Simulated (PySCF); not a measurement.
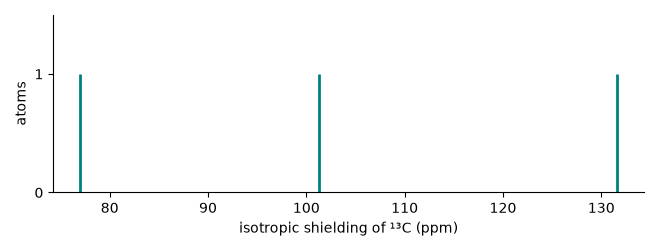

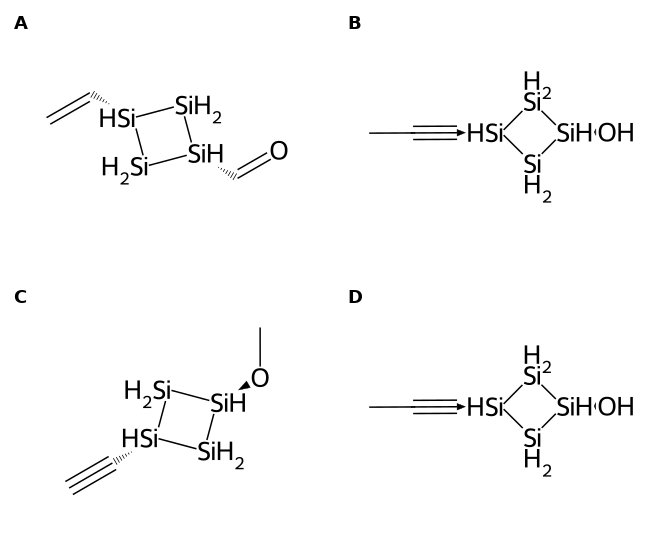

The sticks are computed shieldings of one of the molecules, for one fixed geometry (GFN2-xTB) without averaging over rotations. Low shielding means a high chemical shift. Method: GIAO PBE0/pcSseg-1 NMR shielding, non-relativistic, gas phase (PySCF 2.14.0).

> Match the spectrum to a structure.

C, `C#C[Si@H]1[SiH2][Si@H](OC)[SiH2]1`. Its 3 C atoms give lines at 77.0, 101.3, 131.6 ppm.

The geometry is semi-empirical. Around Si such bond lengths and angles can be off by a tenth of an ångström or more and by several degrees, and values that hang on the shape move with them.
